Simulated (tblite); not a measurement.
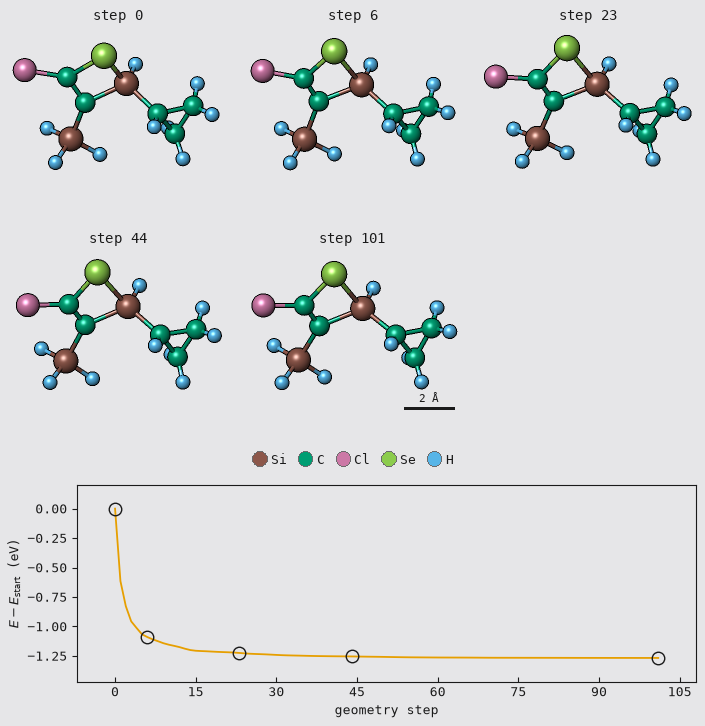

Frames of a relaxation of C₅H₉ClSeSi₂, marked on the history of the run. Style: ball-and-stick. Shown at a tilt.

The calculation used GFN2-xTB geometry optimisation, gas phase in tblite 0.8.0. 

Describe the path.

Answer. Over 101 geometry steps the energy falls by 1.267 eV. The Cl atom moves most after the best rigid fit: 0.63 Å. By element the largest moves are Cl 0.63 Å, H 0.48 Å, Si 0.35 Å, Se 0.30 Å, C 0.26 Å. Some distances before and after: Se–Si 2.097 → 2.362 Å, C–Se 1.983 → 1.919 Å, C–C 1.403 → 1.342 Å, C–Si 1.837 → 1.887 Å. Bond angles that change, for instance: C–C–Se 98.8° → 112.5°, H–C–H 122.6° → 113.6°, H–C–H 121.8° → 113.5°. From step 0 to 6: the Se atom moves most (0.27 Å), energy −1.090 eV. From step 6 to 23: the Cl atom moves most (0.27 Å), energy −0.135 eV. From step 23 to 44: the Cl atom moves most (0.26 Å), energy −0.030 eV. From step 44 to 101: an H atom moves most (0.22 Å), energy −0.013 eV.
